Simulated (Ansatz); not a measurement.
# Stretching the linear Cr chain, moments started antiparallel, part 2 of 3

Does stretching change the magnetism or the channel count of the linear Cr chain, moments started antiparallel?

Ansatz 0.2.0; DFT PBE, plane waves, PAW; relaxation of a chain's period (the session's first sound run).

So far, absolute moment (μB): step 2 (relaxation of atoms and period) 8.93.

## (3) At a set period, period over the relaxed period 0.88, k-mesh 1×1×19

This step: DFT PBE, plane waves, PAW; channels and complex bands of a perfect chain (Ansatz 0.2.0).

The period is set to 0.88 times the relaxed one: shorter bonds widen the bands.

The cell differs from the one that the last finished run ended in (c 4.791 → 4.216 Å).

Contents of input.yaml:

```yaml
crystal:
  lattice:
    - [7.5, 0.0, 0.0]
    - [0.0, 7.5, 0.0]
    - [0.0, 0.0, 4.216304336]
  atoms:
    - { symbol: Cr, position: [0.5, 0.5, 0.0], spin: 3.6 }
    - { symbol: Cr, position: [0.5, 0.5, 0.5], spin: -3.6 }
magnetization:
  spin_polarized: true
kpoints:
  mp_grid: { grid: [1, 1, 19] }
scf:
  occupations: { method: fermi_dirac, width: 0.05 }
hamiltonian:
  xc: pbe
output:
  transmission:
    e_range: [-2, 2]
    de: 0.035
    kmesh: [1, 1]
    reduced_basis: true
    leads: [[0, 0]]
  stress: true
```

The run is started by

```sh
> ansatz run input.yaml --threads 4 --pin off --max-ram 8192MiB --backend cpu --events-out ev --progress --plain --runs-dir out
```

Numbers of over 12 decimals in the logs are rounded to 6 here.

The program printed:

```text
[...]
Crystal: 2 atoms, lattice volume = 237.167 Å³
Basis set: ecut = 420 eV, 4623 PW (Γ)
Bands: 22, of which v1, the nominal top of the filled ones, is band 14 counted from 1 (13 counted from 0)
Symmetry: 16 space group operations
[...]
k-points: 10 of 19
[...]
Starting moments: Σ|m| = 7.2 μB on 2 of 2 sites
[...]
SCF iter   9: F=-6749.004337 eV  HF=-6749.004337 eV  |F-HF|=1.49e-8  |Δ(HF+E_count)|=   1.24e-6  Δρ=5.47e-7 (↑5.47e-7 ↓5.47e-7)  dr2=1.55e-9  dr2_m=3.21e-10  M=0.000 μB ∫|m|=7.625 μB  ethr=3.57e-10  ⟨swp⟩=7.4  Hψ=939  notcnv=0
SCF 1 converged in 9 iterations: F = -6749.004337 eV  dr2 = 1.55e-9
[...]
transmission: 12 of 72 steps passed
transmission: 18 of 72 steps passed
[...]
transmission: 72 of 72 steps passed
Second SCF, for the conductance: iteration 1, dr2 2.193e-8 eV
Second SCF, for the conductance: iteration 2, dr2 5.822e-9 eV
transmission: 12 of 72 steps passed
transmission: 18 of 72 steps passed
[...]
transmission: 72 of 72 steps passed
SCF converged after 9 iterations
Magnetization: 0.0000 μB (14.0000 up, 14.0000 down)
Absolute magnetization: 7.6245 μB (∫|ρ↑−ρ↓|, with the PAW one-centre terms)
[...]
Per-site moments (μB) at R_I (Å): [(2.904277, 0.8696127693), (-2.904277, 0.8696127693)]
Free energy (F): -6749.004337 eV
[...]
Internal energy: -6749.004330 eV  (E = F + TS)
E sigma→0 (E₀):  -6749.004334 eV
Entropy (-TS):   -0.000007 eV (-0.004 meV/atom)
Fermi energy:    -1.452981 eV
[...]
--- Stress (GPa, compression-positive) ---
       -0.250904       0.000000       0.000000
        0.000000      -0.250904       0.000000
        0.000000       0.000000       3.956214
  P = ⅓ Tr σ = 1.1515 GPa (11.515 kbar)
--- Band table (eV; the first three rows and the last of 20) ---
  k-point 0 ↑: bands = [... 10 lower, -3.7011, -3.2561, -2.4050, -2.3963, 0.0944, 0.0944, 1.1066, 1.1743, ... 4 higher]
  k-point 1 ↑: bands = [... 10 lower, -3.6834, -3.2398, -2.4009, -2.3925, 0.0844, 0.0844, 1.1030, 1.1694, ... 4 higher]
  k-point 2 ↑: bands = [... 10 lower, -3.6309, -3.1914, -2.3892, -2.3813, 0.0514, 0.0514, 1.0923, 1.1550, ... 4 higher]
  k-point 9 ↓: bands = [... 10 lower, -2.4463, -2.2481, -2.2466, -1.9775, -0.9182, -0.8083, -0.8083, 0.3332, ... 4 higher]
--- Transmission ---
  basis      : 497 plane waves across, 6 finite elements along
  points     : 1, standing for a mesh of 1 x 1
  filling    : by a second SCF (2 iterations) under fermi_dirac of width 0.025852 eV on a mesh of 1 x 1 x 57, whose Fermi level is -1.447707 eV
  energies   : 115 from -2.000000 to 1.990000 eV about the Fermi level, 0.035000 eV apart; the leads are filled to 0.000000 eV, and channels, transmission and decay are at -0.005000 eV
  crystal 0  : Cr2, at the sites [0, 0], period 4.2163 Å: whole cells are its period
    offset         : up to 0.0000 Å between an atom of the period and one for which it stands
    filled         : 0.3 meV over the level at which it is neutral
    channels       : 0.000000e0 up, 0.000000e0 down
    conductance    : 7.1823e6 S/m² at 300 K; may be off by some 0.4 % by where its bands' edges are placed, 0.0 % from the distance to neutral
    slowest decay  : 0.0631 /Å at (0.0000, 0.0000)
```

Wall time 88 s (4 threads of Arm Neoverse V2, shared host); peak memory 0.7 GiB; 5.2 min of CPU time.

In the SCF lines HF is the Harris–Foulkes energy and dr2 the Hartree energy of the density residual, in eV; the loop may stop once dr2 is under the threshold and the program's other checks hold. Hψ counts applications of the Hamiltonian.

This step gave:

```
absolute moment                                                 : 7.625 μB
channels at the energy nearest the Fermi level, spin up         : 0
channels at the energy nearest the Fermi level, spin down       : 0
conductance of the lead as this run defines it                  : 5.21e-8 G₀
slowest decay in the lead at the energy nearest the Fermi level : 0.0631 Å⁻¹
```

The open channels of the lead by energy, zero at the Fermi level:

| energy (eV) | spin up | spin down |
| --- | --- | --- |
| -2.0000 | 3 | 3 |
| -1.7550 | 4 | 4 |
| -1.5100 | 4 | 4 |
| -1.2650 | 2 | 2 |
| -0.9850 | 1 | 1 |
| -0.7400 | 1 | 1 |
| -0.4950 | 1 | 1 |
| -0.2500 | 0 | 0 |
| -0.0050 | 0 | 0 |
| 0.2400 | 0 | 0 |
| 0.4850 | 1 | 1 |
| 0.7650 | 3 | 3 |
| 1.0100 | 3 | 3 |
| 1.2550 | 3 | 3 |
| 1.5000 | 3 | 3 |
| 1.7450 | 1 | 1 |

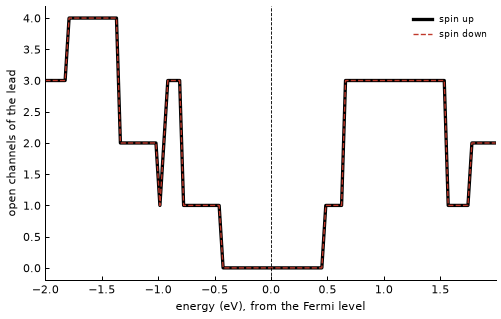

Open channels of the lead, plotted against energy.

Site moment by atom:

| atom | site moment (μB) |
| --- | --- |
| Cr1 | 2.90 |
| Cr2 | -2.90 |

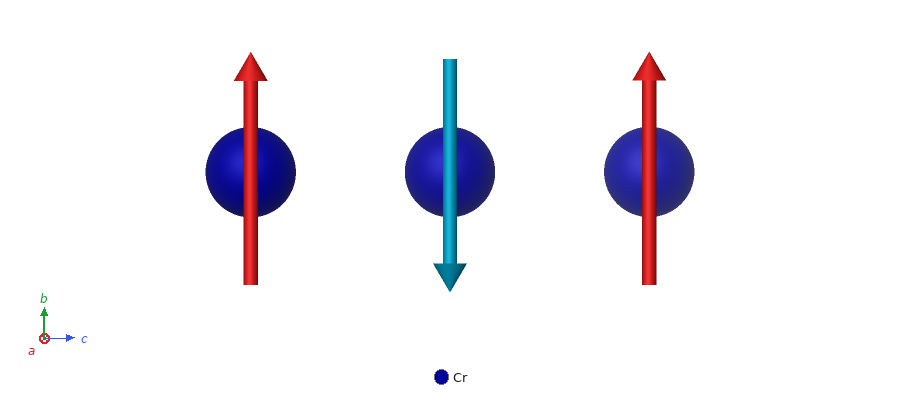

Site moment as arrows, the longest 2.90 μB. Up and down stand for the sign. Arrows give size and sign along the axis of quantisation, drawn up and down the page. The two directions have two colours. Some periodic images of atoms are drawn too.

At the computed energy nearest the Fermi level there are 0 spin-up and 0 spin-down channels, and the thermal average gives 5.2e-8 G₀.

## (4) The chain at a fixed length, period over the relaxed period 0.92, k-mesh 1×1×19

The period is set to 0.92 times the relaxed one: shorter bonds widen the bands.

The cell differs from the one that the last finished run ended in (c 4.216 → 4.408 Å).

input.yaml, as its differences from that of step 3:

```diff
@@ -4,3 +4,3 @@
     - [0.0, 7.5, 0.0]
-    - [0.0, 0.0, 4.216304336]
+    - [0.0, 0.0, 4.4079545331]
   atoms:
```

The program printed:

```text
[...]
Crystal: 2 atoms, lattice volume = 247.947 Å³
Basis set: ecut = 420 eV, 4879 PW (Γ)
Bands: 22, of which v1, the nominal top of the filled ones, is band 14 counted from 1 (13 counted from 0)
Symmetry: 16 space group operations
[...]
k-points: 10 of 19
[...]
Starting moments: Σ|m| = 7.2 μB on 2 of 2 sites
[...]
--- Transmission ---
  basis      : 497 plane waves across, 6 finite elements along
  points     : 1, standing for a mesh of 1 x 1
[...]
crystal 0  : Cr2, at the sites [0, 0], period 4.4080 Å: whole cells are its period
[...]
filled         : 0.3 meV over the level at which it is neutral
    channels       : 0.000000e0 up, 0.000000e0 down
[...]
slowest decay  : 0.0709 /Å at (0.0000, 0.0000)
[key lines of the parts left out:]
SCF converged after 10 iterations
Magnetization: 0.0000 μB (14.0000 up, 14.0000 down)
Free energy (F): -6749.202790 eV
Fermi energy:    -1.671727 eV
P = ⅓ Tr σ = 0.5315 GPa (5.315 kbar)
```

Wall time 85 s (4 threads); peak memory 0.69 GiB.

At the computed energy nearest the Fermi level there are 0 spin-up and 0 spin-down channels, and the thermal average gives 2.8e-8 G₀.

For the conductance of the lead as this run defines it, step 3 gave 5.2e-8 G₀; this run, with period over the relaxed period 0.92, gives 2.8e-8 G₀ (-45 %).

## (5) At a set period, period over the relaxed period 0.96, k-mesh 1×1×18

The period is set to 0.96 times the relaxed one: shorter bonds widen the bands.

The cell differs from the one that the last finished run ended in (c 4.408 → 4.600 Å).

input.yaml, as its differences from that of step 4:

```diff
@@ -4,3 +4,3 @@
     - [0.0, 7.5, 0.0]
-    - [0.0, 0.0, 4.4079545331]
+    - [0.0, 0.0, 4.5996047302]
   atoms:
@@ -11,3 +11,3 @@
 kpoints:
-  mp_grid: { grid: [1, 1, 19] }
+  mp_grid: { grid: [1, 1, 18] }
 scf:
```

The program printed:

```text
[...]
Crystal: 2 atoms, lattice volume = 258.728 Å³
Basis set: ecut = 420 eV, 5111 PW (Γ)
Bands: 22, of which v1, the nominal top of the filled ones, is band 14 counted from 1 (13 counted from 0)
Symmetry: 16 space group operations
[...]
k-points: 10 of 18
[...]
Starting moments: Σ|m| = 7.2 μB on 2 of 2 sites
[...]
--- Transmission ---
  basis      : 497 plane waves across, 6 finite elements along
  points     : 1, standing for a mesh of 1 x 1
[...]
crystal 0  : Cr2, at the sites [0, 0], period 4.5996 Å: whole cells are its period
[...]
filled         : 0.2 meV over the level at which it is neutral
    channels       : 0.000000e0 up, 0.000000e0 down
[...]
slowest decay  : 0.0732 /Å at (0.0000, 0.0000)
[key lines of the parts left out:]
SCF converged after 9 iterations
Magnetization: 0.0000 μB (14.0000 up, 14.0000 down)
Free energy (F): -6749.298254 eV
Fermi energy:    -1.798276 eV
P = ⅓ Tr σ = 0.1275 GPa (1.275 kbar)
```

The job ended after 75 s (4 threads; peak memory 0.68 GiB; 4.4 min of CPU time).

At the computed energy nearest the Fermi level there are 0 spin-up and 0 spin-down channels, and the thermal average gives 1.9e-6 G₀.

For the conductance of the lead as this run defines it, step 3 gave 5.2e-8 G₀; this run, with period over the relaxed period 0.96 and k-mesh 1×1×18, gives 1.9e-6 G₀.

## (6) At a set period, period over the relaxed period 1, k-mesh 1×1×17

The period is set to 1.0 times the relaxed one, as the point of reference.

input.yaml, as its differences from that of step 5:

```diff
@@ -4,3 +4,3 @@
     - [0.0, 7.5, 0.0]
-    - [0.0, 0.0, 4.5996047302]
+    - [0.0, 0.0, 4.7912549273]
   atoms:
@@ -11,3 +11,3 @@
 kpoints:
-  mp_grid: { grid: [1, 1, 18] }
+  mp_grid: { grid: [1, 1, 17] }
 scf:
```

The program printed:

```text
[...]
Crystal: 2 atoms, lattice volume = 269.508 Å³
Basis set: ecut = 420 eV, 5265 PW (Γ)
Bands: 22, of which v1, the nominal top of the filled ones, is band 14 counted from 1 (13 counted from 0)
Symmetry: 16 space group operations
[...]
k-points: 9 of 17
[...]
Starting moments: Σ|m| = 7.2 μB on 2 of 2 sites
[...]
--- Transmission ---
  basis      : 497 plane waves across, 6 finite elements along
  points     : 1, standing for a mesh of 1 x 1
[...]
crystal 0  : Cr2, at the sites [0, 0], period 4.7913 Å: whole cells are its period
[...]
filled         : 0.2 meV over the level at which it is neutral
    channels       : 0.000000e0 up, 0.000000e0 down
[...]
slowest decay  : 0.0718 /Å at (0.0000, 0.0000)
[key lines of the parts left out:]
SCF converged after 10 iterations
Magnetization: 0.0000 μB (14.0000 up, 14.0000 down)
Free energy (F): -6749.325826 eV
Fermi energy:    -1.872173 eV
P = ⅓ Tr σ = -0.1415 GPa (-1.415 kbar)
```

Wall time 70 s (4 threads); peak memory 0.7 GiB.

At the computed energy nearest the Fermi level there are 0 spin-up and 0 spin-down channels, and the thermal average gives 4.8e-5 G₀.

For the conductance of the lead as this run defines it, step 3 gave 5.2e-8 G₀; this run, with period over the relaxed period 1 and k-mesh 1×1×17, gives 4.8e-5 G₀.

## (7) The chain at a fixed length, period over the relaxed period 1.04, k-mesh 1×1×17

The period is set to 1.04 times the relaxed one: longer bonds narrow the bands.

The cell differs from the one that the last finished run ended in (c 4.791 → 4.983 Å).

input.yaml, as its differences from that of step 6:

```diff
@@ -4,3 +4,3 @@
     - [0.0, 7.5, 0.0]
-    - [0.0, 0.0, 4.7912549273]
+    - [0.0, 0.0, 4.9829051244]
   atoms:
```

The program printed:

```text
[...]
Crystal: 2 atoms, lattice volume = 280.288 Å³
Basis set: ecut = 420 eV, 5505 PW (Γ)
Bands: 22, of which v1, the nominal top of the filled ones, is band 14 counted from 1 (13 counted from 0)
Symmetry: 16 space group operations
[...]
k-points: 9 of 17
[...]
Starting moments: Σ|m| = 7.2 μB on 2 of 2 sites
[...]
--- Transmission ---
  basis      : 497 plane waves across, 7 finite elements along
  points     : 1, standing for a mesh of 1 x 1
[...]
crystal 0  : Cr2, at the sites [0, 0], period 4.9829 Å: whole cells are its period
[...]
filled         : 0.2 meV over the level at which it is neutral
    channels       : 0.000000e0 up, 0.000000e0 down
[...]
slowest decay  : 0.0689 /Å at (0.0000, 0.0000)
[key lines of the parts left out:]
SCF converged after 10 iterations
Magnetization: 0.0000 μB (14.0000 up, 14.0000 down)
Free energy (F): -6749.307277 eV
Fermi energy:    -1.942213 eV
P = ⅓ Tr σ = -0.3250 GPa (-3.250 kbar)
```

Run time: 80 s. Hardware: 4 threads; peak memory 0.7 GiB.

At the computed energy nearest the Fermi level there are 0 spin-up and 0 spin-down channels, and the thermal average gives 5.1e-4 G₀. The change of length costs 0.019 eV a cell and leaves an absolute moment of 9.24 μB a cell.

Between step 6 and this run (period over the relaxed period 1.04) the value for the conductance of the lead as this run defines it moves from 4.8e-5 G₀ to 5.1e-4 G₀.

## (8) At a set period, period over the relaxed period 1.08, k-mesh 1×1×16

The period is set to 1.08 times the relaxed one: longer bonds narrow the bands.

The cell differs from the one that the last finished run ended in (c 4.983 → 5.175 Å).

input.yaml, as its differences from that of step 7:

```diff
@@ -4,3 +4,3 @@
     - [0.0, 7.5, 0.0]
-    - [0.0, 0.0, 4.9829051244]
+    - [0.0, 0.0, 5.1745553215]
   atoms:
@@ -11,3 +11,3 @@
 kpoints:
-  mp_grid: { grid: [1, 1, 17] }
+  mp_grid: { grid: [1, 1, 16] }
 scf:
```

The program printed:

```text
[...]
Crystal: 2 atoms, lattice volume = 291.069 Å³
Basis set: ecut = 420 eV, 5729 PW (Γ)
Bands: 22, of which v1, the nominal top of the filled ones, is band 14 counted from 1 (13 counted from 0)
Symmetry: 16 space group operations
[...]
k-points: 9 of 16
[...]
Starting moments: Σ|m| = 7.2 μB on 2 of 2 sites
[...]
--- Transmission ---
  basis      : 497 plane waves across, 7 finite elements along
  points     : 1, standing for a mesh of 1 x 1
[...]
crystal 0  : Cr2, at the sites [0, 0], period 5.1746 Å: whole cells are its period
[...]
filled         : 0.2 meV over the level at which it is neutral
    channels       : 0.000000e0 up, 0.000000e0 down
[...]
slowest decay  : 0.0658 /Å at (0.0000, 0.0000)
[key lines of the parts left out:]
SCF converged after 10 iterations
Magnetization: 0.0000 μB (14.0000 up, 14.0000 down)
Free energy (F): -6749.256934 eV
Fermi energy:    -2.003876 eV
P = ⅓ Tr σ = -0.4521 GPa (-4.521 kbar)
```

Elapsed: 86 s, on 4 threads; peak memory 0.72 GiB.

At the computed energy nearest the Fermi level there are 0 spin-up and 0 spin-down channels, and the thermal average gives 0.00262 G₀. The change of length costs 0.071 eV a cell and leaves an absolute moment of 9.49 μB a cell.

Between step 3 and this run (period over the relaxed period 1.08 and k-mesh 1×1×16) the value for the conductance of the lead as this run defines it moves from 5.2e-8 G₀ to 0.00262 G₀.

## (9) At a set period, period over the relaxed period 1.13, k-mesh 1×1×15

The period is set to 1.13 times the relaxed one: longer bonds narrow the bands.

The cell differs from the one that the last finished run ended in (c 5.175 → 5.414 Å).

input.yaml, as its differences from that of step 8:

```diff
@@ -4,3 +4,3 @@
     - [0.0, 7.5, 0.0]
-    - [0.0, 0.0, 5.1745553215]
+    - [0.0, 0.0, 5.4141180679]
   atoms:
@@ -11,3 +11,3 @@
 kpoints:
-  mp_grid: { grid: [1, 1, 16] }
+  mp_grid: { grid: [1, 1, 15] }
 scf:
```

The program printed:

```text
[...]
Crystal: 2 atoms, lattice volume = 304.544 Å³
Basis set: ecut = 420 eV, 5979 PW (Γ)
Bands: 22, of which v1, the nominal top of the filled ones, is band 14 counted from 1 (13 counted from 0)
Symmetry: 16 space group operations
[...]
k-points: 8 of 15
[...]
Starting moments: Σ|m| = 7.2 μB on 2 of 2 sites
[...]
--- Transmission ---
  basis      : 497 plane waves across, 7 finite elements along
  points     : 1, standing for a mesh of 1 x 1
[...]
crystal 0  : Cr2, at the sites [0, 0], period 5.4141 Å: whole cells are its period
[...]
filled         : 0.2 meV over the level at which it is neutral
    channels       : 0.000000e0 up, 0.000000e0 down
[...]
slowest decay  : 0.0632 /Å at (0.0000, 0.0000)
[key lines of the parts left out:]
SCF converged after 10 iterations
Magnetization: 0.0000 μB (14.0000 up, 14.0000 down)
Free energy (F): -6749.163195 eV
Fermi energy:    -2.051582 eV
P = ⅓ Tr σ = -0.5582 GPa (-5.582 kbar)
```

It took 77 s on 4 threads; peak memory 0.73 GiB; 4.5 min of CPU time.

Table of open channels of the lead by energy, zero at the Fermi level:

| energy (eV) | spin up | spin down |
| --- | --- | --- |
| -2.000 | 1 | 1 |
| -1.790 | 1 | 1 |
| -1.615 | 1 | 1 |
| -1.405 | 1 | 1 |
| -1.195 | 1 | 1 |
| -0.985 | 0 | 0 |
| -0.810 | 0 | 0 |
| -0.600 | 0 | 0 |
| -0.390 | 1 | 1 |
| -0.215 | 2 | 2 |
| -0.005 | 0 | 0 |
| 0.205 | 1 | 1 |
| 0.415 | 1 | 1 |
| 0.590 | 1 | 1 |
| 0.800 | 1 | 1 |
| 1.010 | 1 | 1 |
| 1.185 | 1 | 1 |
| 1.395 | 1 | 1 |
| 1.605 | 1 | 1 |
| 1.815 | 1 | 1 |

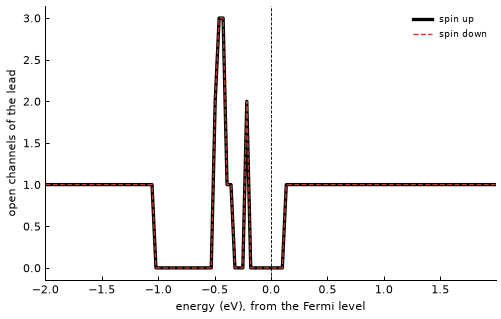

Open channels of the lead against energy.

At the computed energy nearest the Fermi level there are 0 spin-up and 0 spin-down channels, and the thermal average gives 0.00890 G₀. The change of length costs 0.167 eV a cell and leaves an absolute moment of 9.76 μB a cell.

## (10) The chain at a fixed length, period over the relaxed period 1.2, k-mesh 1×1×14

The period is set to 1.2 times the relaxed one: longer bonds narrow the bands.

The cell differs from the one that the last finished run ended in (c 5.414 → 5.750 Å).

input.yaml, as its differences from that of step 9:

```diff
@@ -4,3 +4,3 @@
     - [0.0, 7.5, 0.0]
-    - [0.0, 0.0, 5.4141180679]
+    - [0.0, 0.0, 5.7495059128]
   atoms:
@@ -11,3 +11,3 @@
 kpoints:
-  mp_grid: { grid: [1, 1, 15] }
+  mp_grid: { grid: [1, 1, 14] }
 scf:
```

The program printed:

```text
[...]
Crystal: 2 atoms, lattice volume = 323.410 Å³
Basis set: ecut = 420 eV, 6299 PW (Γ)
Bands: 22, of which v1, the nominal top of the filled ones, is band 14 counted from 1 (13 counted from 0)
Symmetry: 16 space group operations
[...]
k-points: 8 of 14
[...]
Starting moments: Σ|m| = 7.2 μB on 2 of 2 sites
[...]
--- Transmission ---
  basis      : 497 plane waves across, 8 finite elements along
  points     : 1, standing for a mesh of 1 x 1
[...]
crystal 0  : Cr2, at the sites [0, 0], period 5.7495 Å: whole cells are its period
[...]
filled         : 0.2 meV over the level at which it is neutral
    channels       : 0.000000e0 up, 0.000000e0 down
[...]
slowest decay  : 0.0639 /Å at (0.0000, 0.0000)
[key lines of the parts left out:]
SCF converged after 11 iterations
Magnetization: 0.0000 μB (14.0000 up, 14.0000 down)
Free energy (F): -6748.996871 eV
Fermi energy:    -2.108865 eV
P = ⅓ Tr σ = -0.6413 GPa (-6.413 kbar)
```

Wall time 78 s (4 threads); peak memory 0.71 GiB; 4.7 min of CPU time.

At the computed energy nearest the Fermi level there are 0 spin-up and 0 spin-down channels, and the thermal average gives 0.0160 G₀. The change of length costs 0.335 eV a cell and leaves an absolute moment of 10.05 μB a cell.

For the conductance of the lead as this run defines it, step 3 gave 5.2e-8 G₀; this run, with period over the relaxed period 1.2 and k-mesh 1×1×14, gives 0.0160 G₀.

(Continued in part 3 of 3.)

[Logs are printed without paths, hosts, clocks, repeated set-up lines and the standing remarks that a program may print on its own settings, such as how far it seeks lower states.]

[Hosts, paths, dates, database ids (printed as entryN), source tags and the programs' standing remarks are cut or masked in the printed files.]
